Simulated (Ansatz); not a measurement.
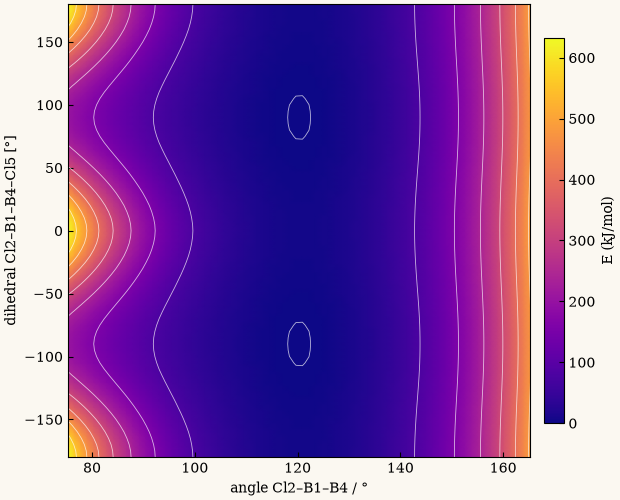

B2(Cl)4. First axis: angle Cl2–B1–B4. Second axis: dihedral Cl2–B1–B4–Cl5. Nothing is relaxed (all other coordinates rigid). The scan uses a 9 × 10 grid; 59 points were computed and 31 follow by symmetry. Points are written as (first, second). Energies are in kJ/mol, from the lowest grid point. These are results of Ansatz 0.2.0, RKS r2SCAN-D4/def2-SVP, not measurements.

Drawn: a smooth colour map with a few white contour lines. Between grid points the surface is interpolated.

The lowest grid point is at (120.3°, −108°); the map holds 2 wells of about this depth. No other kind of well shows on this grid. The highest grid point, (75.3°, −180°), lies 632 kJ/mol above the lowest. On the interpolated surface the easiest way out of the lowest well to a well of about the same depth near (120.3°, 72°) passes a barrier of about 6.5 kJ/mol, counted from the interpolated bottom of the well. Round the minimum the two coordinates are nearly uncoupled.

The level of theory is changed to Ansatz 0.2.0, RKS PBE0-D4/def2-SVP; with it change the reference geometry, relaxed at the new level; the new grid has 15 × 15 points, laid about the new relaxed structure.

Q: How does the landscape change?

A: The minimum (interpolated where it lies between grid points) moves from about (120°, −90°) to about (120°, 90°). The easiest pass out of the lowest well goes from about 6.5 to about 6.3 kJ/mol on the interpolated surfaces.

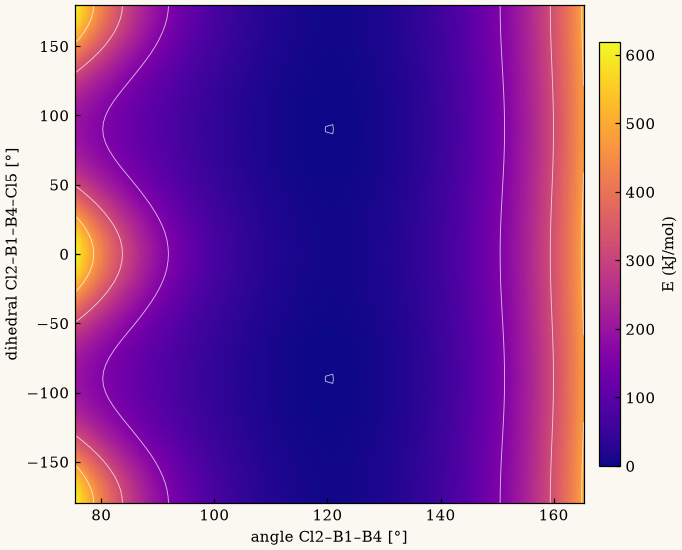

The map after the change, on a colour scale of its own. In the figure: a smooth colour map with a few white contour lines. Between grid points the surface is interpolated.
